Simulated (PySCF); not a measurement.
## Electronic structure of C$_{4}$H$_{8}$ in real space

```csv
atom,x (Å),y (Å),z (Å)
C,0.3283,0.8587,-0.5689
C,1.0296,-0.3001,0.1661
C,-0.3366,-0.6841,0.7665
C,-1.0075,0.1171,-0.3661
H,0.3633,1.7795,0.0175
H,0.6413,1.0841,-1.5895
H,1.3799,-1.0589,-0.5374
H,1.8439,-0.0588,0.8510
H,-0.5779,-1.7440,0.8624
H,-0.4919,-0.2027,1.7348
H,-1.2391,-0.5217,-1.2211
H,-1.8919,0.7081,-0.1235
```

Geometry: PBE0-D3(BJ)/def2-TZVP.

These are results of PySCF 2.14.0, PBE0/pcSseg-2, SCF density, gas phase, non-relativistic, not measurements.

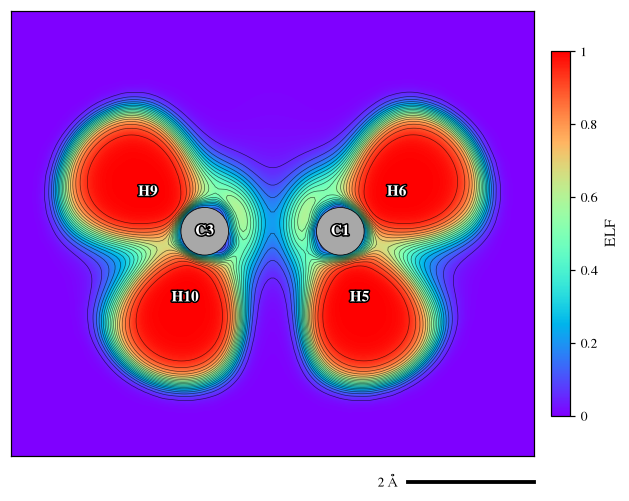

Figure 1. Electron localisation function on the plane of atoms H5, C1 and H6. Grey discs cover the atomic cores.

> Read the bonding off the picture.

Atoms in the plane: C and H. C–H (1.09 Å): the ELF climbs to about 1 towards the hydrogen, as it does in any bond to H (an ordinary covalent bond to hydrogen).

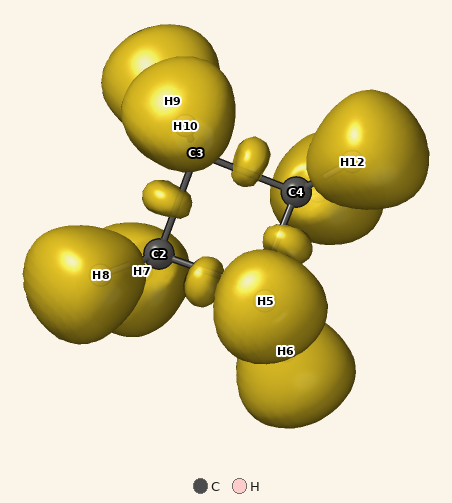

Figure 2. Isosurface of the electron localisation function at 0.85 (yellow), seen at a tilt. Only the valence region is drawn (cores and ρ < 0.01 e/Å³ removed).

> Describe the localisation domains.

At this value the surface marks out four regions between bonded C–C atoms (shared pairs) and eight regions around hydrogen nuclei.


C–C (1.54 Å): the ELF peaks at about 0.95 between the atoms; a covalent bond.

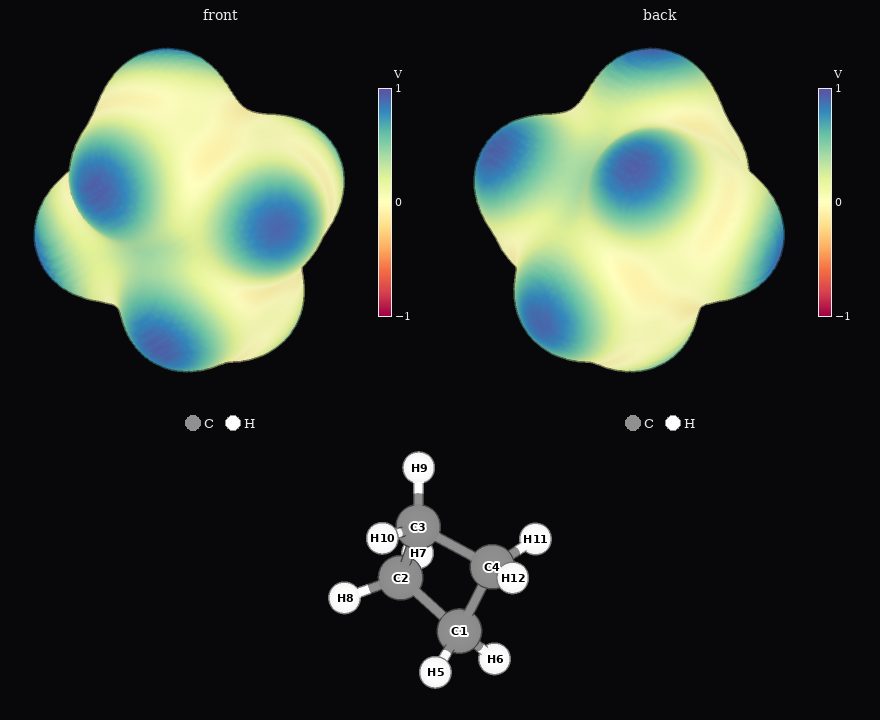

Figure 3. The molecular electrostatic potential painted on the density surface at 0.004 e/bohr³, seen from the front and from behind; the colour scale runs from red (negative) to blue (positive). The bare structure is drawn below in the same view.

> Where is the surface potential most negative and most positive?

The most negative region (about −0.1 V) lies over C1, C2, C3 and C4, the most positive (about +0.9 V) over the H atoms.
